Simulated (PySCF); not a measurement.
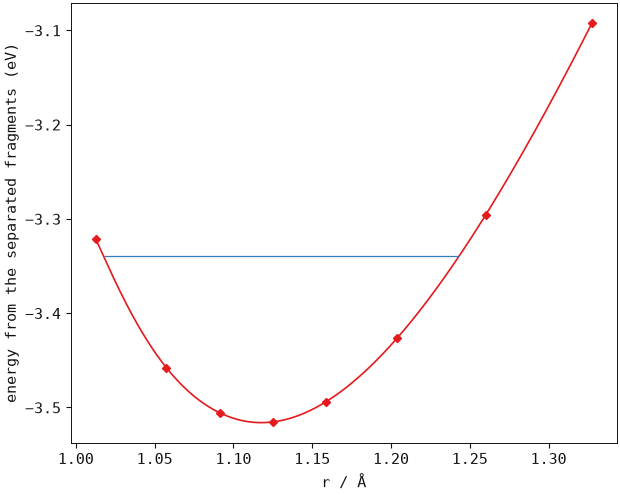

Bond curve of a diatomic species. CCSD, Gaussian basis in PySCF 2.14.0, UHF. One reference determinant with the occupation held, the lowest that a PBE0 search over spins and occupations found; no spin-orbit coupling. Zero is the separated fragments in their ground configurations, without counterpoise. Horizontal lines: vibrational levels from ωe and ωexe, starting at v = 0.

Question: Which species is it?
A. KH, singlet
B. KNa, singlet
C. SeS, triplet
D. CH, doublet

Answer: Option D, CH, doublet (excess alpha electrons: πx +1). A fit to the curve gives re = 1.118 Å, ωe = 2887 cm⁻¹, ωexe = 64.8 cm⁻¹, De = 3.52 eV (CCSD/pcseg-2).

Caveats: lowest determinant of a PBE0 search, another state may lie lower.
